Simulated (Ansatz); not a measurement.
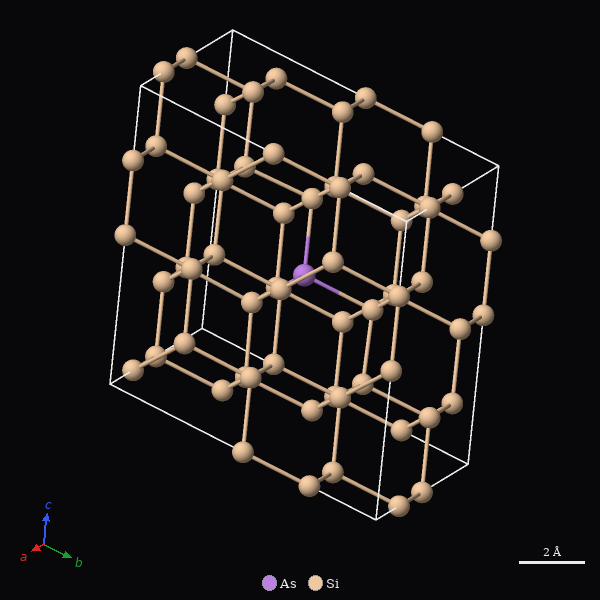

Crystal structure, ball-and-stick style, seen slightly off an axis. The frame is the supercell; atoms at its boundary are shown with their periodic copies. The host is Si, in a cell of 32 sites, and the cell carries a charge of +1.

How does this supercell depart from the perfect host?

Arsenic on a silicon site (a substitutional impurity). It is bonded to four Si in a tetrahedral arrangement at about 2.4 Å.

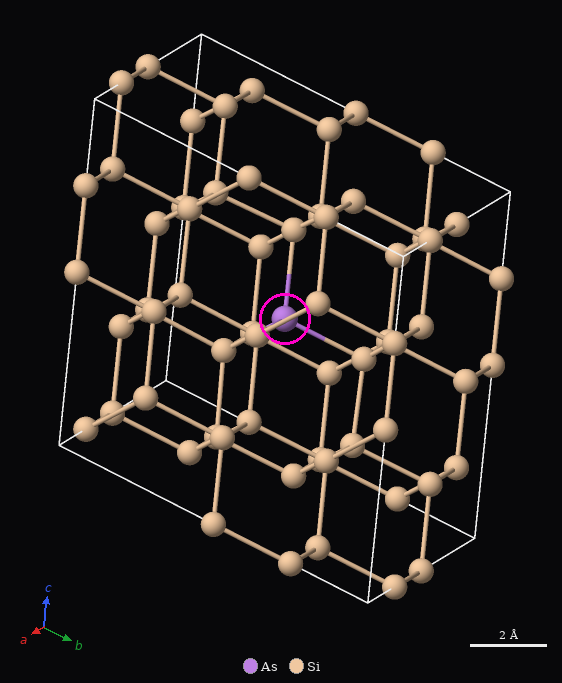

The same cell with a ring at the defect's site.

The atoms were relaxed in the host's cell with DFT LDA, scalar-relativistic, plane waves, PAW (Ansatz).
